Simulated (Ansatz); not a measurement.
**What x(Y) = 0.625, 8 atoms, Pmm2 does to Lu**

Consider Lu in the hcp (Mg type) structure (space group P6_3/mmc, No. 194; a = 3.507 Å, c = 5.462 Å).

The other end (x = 1) is Y in the hcp (Mg type) structure (space group P6_3/mmc, No. 194): 32.86 Å³/atom, gap zero.

Perturbation: Y replaces 62.5 % of the Lu, ordered in a cell of 8 atoms (starting symmetry Pmm2) and fully relaxed.

The values are results of Kohn–Sham DFT with the PBE functional, run in Ansatz (a program for electronic structure) with PAW and 420 eV plane waves, no spin-orbit coupling, not measurements. Settings: 9×7×8 k-points, 0.05 eV Fermi–Dirac smearing, for the changed cell.

```json
[
 {"quantity": "volume per atom", "base": "29.09 Å³", "changed": "31.49 Å³", "shift": "+2.40 Å³"},
 {"quantity": "density", "base": "9.99 g/cm³", "changed": "6.39 g/cm³", "shift": "-3.60 g/cm³"},
 {"quantity": "shortest interatomic distance", "base": "6.425 bohr", "changed": "6.575 bohr", "shift": "+0.1506 bohr"},
 {"quantity": "band gap", "base": "zero", "changed": "zero", "shift": "–"},
 {"quantity": "mixing energy (to 0.01 eV only: unlike meshes or grids)", "base": "–", "changed": "+0.01 eV/atom", "shift": "–"},
 {"quantity": "deviation of the volume from the linear (Vegard-type) interpolation", "base": "–", "changed": "+0.1 %", "shift": "–"}
]
```

Final structure:

```
CELL_PARAMETERS angstrom
      5.60022     0.00000     0.00000
      0.00000     7.20738     0.00000
      0.00000     0.00000     6.24182
ATOMIC_POSITIONS crystal
  Y  0.00000 0.24781 0.16593
  Y  0.00000 0.00000 0.66497
  Y  0.00000 0.75219 0.16593
  Y  0.00000 0.50000 0.67012
  Lu 0.50000 0.00000 0.33210
  Lu 0.50000 0.75159 0.83384
  Y  0.50000 0.50000 0.33328
  Lu 0.50000 0.24841 0.83384
```

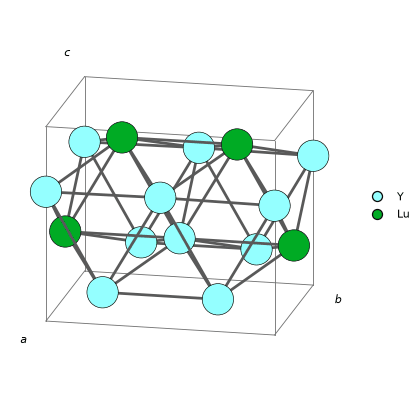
Figure. The relaxed conventional cell after the change

Each cell is one ordered arrangement of few atoms, which overstates ordering effects compared with a random alloy. No phonon test of stability was made. All final runs are without spin polarisation. Y5Lu3 has a high density of states at the Fermi level and may be magnetic at this level.
